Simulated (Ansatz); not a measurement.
# RPA@PBE/cc-pVDZ run of CH5FGeO (SMILES [CH3][GeH]([OH])[F])

What is the energy change on altering one bond length of CH5FGeO at RPA@PBE/cc-pVDZ? 

The calculation is run with Ansatz 0.2.0.

129 further runs of the same task are left out: 3 that didn't finish, 126 set aside as unsound or not needed. Runs told in other sessions of the task aren't counted.

## Step 1: The system as given

CH5FGeO has 9 atoms, charge 0, and is taken as a singlet. SMILES: `[CH3][GeH]([OH])[F]`. The shape is that of a PBE0-D4/def2-TZVP optimisation. This is one conformer, not always the lowest.

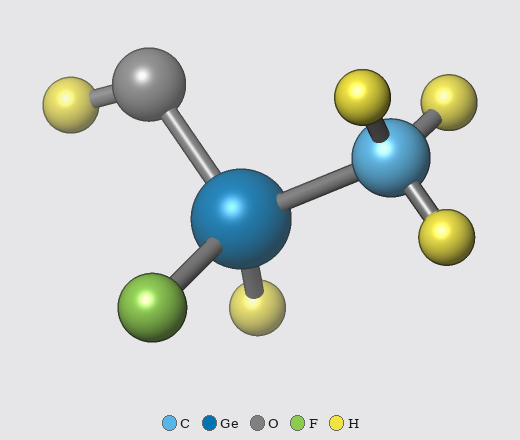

The structure, seen from a chosen angle (carbon blue, germanium blue, oxygen grey, fluorine green, hydrogen yellow).

## Step 2: The energy at RPA@PBE/cc-pVDZ

The input, in.yaml:

```yaml
crystal:
  periodic: [false, false, false]
  atoms:
    - symbol: C
      position_ang: [-0.669000, 0.976900, -0.584200]
    - symbol: Ge
      position_ang: [0.088300, -0.643700, 0.121500]
    - symbol: O
      position_ang: [1.270000, -0.170700, 1.345500]
    - symbol: F
      position_ang: [0.974400, -1.438600, -1.153800]
    - symbol: H
      position_ang: [0.138900, 1.624900, -0.924600]
    - symbol: H
      position_ang: [-1.237900, 1.493500, 0.189700]
    - symbol: H
      position_ang: [-1.327100, 0.751300, -1.423500]
    - symbol: H
      position_ang: [-0.865500, -1.725100, 0.656800]
    - symbol: H
      position_ang: [1.716500, -0.914700, 1.755500]
basis:
  gaussian:
    orbitals: cc-pVDZ
hamiltonian:
  xc: pbe
correlation:
  method: rpa
  frozen_orbitals: {C: 1, F: 1, Ge: 9, H: 0, O: 1}
accuracy: high
```

The run is started by

```
ansatz run in.yaml --threads 1 --pin off --max-ram 3480MiB --events-out events.jsonl --progress --plain --runs-dir runs
```

What it wrote:

```text
Warning: RAYON_NUM_THREADS=1 ignored (pool sized by the plan → 1); use --threads N
Functional definition: PBE
  name "PBE"
  parameter kappa = 0.804
  parameter beta = 0.06672455060314922
  exchange = pbe_x(kappa = kappa, mu = beta*pi^2/3)
  correlation = pbe_c(beta = beta)
2150 factors; integrals over basis functions are off by at most 4.4e-9 eV
mean field evaluation 1: about -62374.6507 eV, gradient 7.8e1 eV
mean field evaluation 2: about -62374.6405 eV, gradient 7.8e1 eV
mean field evaluation 4: about -62384.5577 eV, gradient 3.1e1 eV
mean field evaluation 8: about -62386.6615 eV, gradient 2.4e-1 eV
mean field evaluation 16: about -62386.6604 eV, gradient 7.4e-5 eV
mean field -62386.66044377 eV, -2292.6674841112 hartree, gradient 5.6e-8 eV, S^2 0.000000; 0 other end points of the search recorded, 0 dependent functions left out
12 core orbitals not correlated: weight in the atoms' cores, before any rotation towards them, 1.000 or more for the frozen orbitals, at most 0.000 for the correlated occupied ones
reference -62326.15184910 eV, -2290.4438342712 hartree; 18, 18 occupied and 64, 64 virtual orbitals, 2150 factors
Total energy: -62353.54450675 eV, -2291.4504958725 hartree
```

It took 25 s on 1 thread of Arm Neoverse N1, shared host; peak memory 0.36 GiB.

## Step 3: The distorted shape, same level

The input, job.yaml:

```yaml
crystal:
  periodic: [false, false, false]
  atoms:
    - {symbol: C, position_ang: [-1.377892, 1.612831, 0.436057]}
    - {symbol: Ge, position_ang: [-0.620592, -0.007769, 1.141757]}
    - {symbol: O, position_ang: [0.561108, 0.465231, 2.365757]}
    - {symbol: F, position_ang: [0.974400, -1.438600, -1.153800]}
    - {symbol: H, position_ang: [-0.569992, 2.260831, 0.095657]}
    - {symbol: H, position_ang: [-1.946792, 2.129431, 1.209957]}
    - {symbol: H, position_ang: [-2.035992, 1.387231, -0.403243]}
    - {symbol: H, position_ang: [-1.574392, -1.089169, 1.677057]}
    - {symbol: H, position_ang: [1.007608, -0.278769, 2.775757]}
basis:
  gaussian:
    orbitals: cc-pVDZ
magnetization:
  spin_polarized: false
hamiltonian:
  xc: {name: PBE}
correlation:
  method: rpa
  frozen_orbitals: {C: 1, F: 1, Ge: 9, H: 0, O: 1}
accuracy: high
```

The run is started by

```
ansatz run job.yaml --threads 1 --pin off --max-ram 3480MiB --events-out events.jsonl --progress --plain --runs-dir runs
```

What it wrote:

```text
Warning: RAYON_NUM_THREADS=1 ignored (pool sized by the plan → 1); use --threads N
[... 6 set-up lines as earlier in the session ...]
2087 factors; integrals over basis functions are off by at most 8.4e-9 eV
mean field evaluation 1: about -62366.1471 eV, gradient 8.8e1 eV
mean field evaluation 2: about -62366.1384 eV, gradient 8.8e1 eV
mean field evaluation 4: about -62343.0424 eV, gradient 1.4e2 eV
mean field evaluation 8: about -62374.5317 eV, gradient 5.2e1 eV
mean field evaluation 16: about -62382.7188 eV, gradient 1.4e-1 eV
mean field evaluation 32: about -62382.7188 eV, gradient 2.9e-8 eV
mean field evaluation 64: about -62294.1442 eV, gradient 1.3e2 eV
mean field -62382.71884797 eV, -2292.5226331374 hartree, gradient 2.9e-8 eV, S^2 0.000000; 0 other end points of the search recorded, 0 dependent functions left out; unrestricted orbitals would lower it
unrestricted determinant -62323.57122237 eV, -2290.3489979883 hartree, S^2 0.9189
12 core orbitals not correlated: weight in the atoms' cores, before any rotation towards them, 1.000 or more for the frozen orbitals, at most 0.000 for the correlated occupied ones
reference -62320.36241510 eV, -2290.2310764960 hartree; 18, 18 occupied and 64, 64 virtual orbitals, 2087 factors
Total energy: -62349.62266523 eV, -2291.3063708551 hartree
```

It took 38 s on 1 thread of Arm Neoverse N1, shared host; peak memory 0.41 GiB.

## Step 4: What came out

At RPA@PBE/cc-pVDZ, 12 core orbitals frozen:

| quantity | value |
| --- | --- |
| first shape: total energy | -2291.45050 Eh |
| first shape: RPA correlation energy (valence) | -1006.7 mEh |
| distorted shape: total energy | -2291.30637 Eh |
| distorted shape: RPA correlation energy (valence) | -1075.3 mEh |
| energy change with the Ge2–F4 bond stretched from 1.745 to 3.140 Å | 3.922 eV |

**Reading.** One bond (distorted shape) is far stretched, which a spin-restricted single reference describes badly; a broken-symmetry solution may lie lower. With the Ge2–F4 bond stretched from 1.745 to 3.140 Å the energy rises by 3.92 eV (378 kJ/mol). The first shape isn't relaxed at this level, so the change isn't measured from a minimum. A restricted reference can't describe the breaking bond well at this length. The restricted solution (distorted shape) is unstable to spin breaking: an unrestricted one lies lower.
